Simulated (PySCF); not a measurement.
| atom | x (Å) | y (Å) | z (Å) |
| --- | --- | --- | --- |
| Mg | 0.0000 | 0.0000 | -1.2861 |
| S | 0.0000 | 0.0000 | 0.9649 |

These are results of PBE0/pcseg-2, non-relativistic, at a bond length of 2.251 Å in PySCF 2.14.0, not measurements.

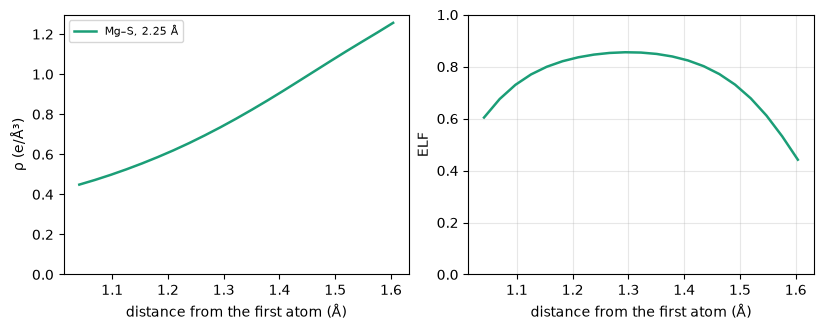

MgS (charge +1, doublet). Electron density and ELF along straight lines between neighbouring atoms. The curves leave out the atomic cores.

What kind of bonding do the profiles show?

Answer. Mg–S (2.25 Å): ρ at the midpoint is about 0.52 e/Å³; the ELF peaks at about 0.85 in the valence shell of S, 1.0 Å from its nucleus, and falls to about 0.05 next to Mg: a largely ionic contact.
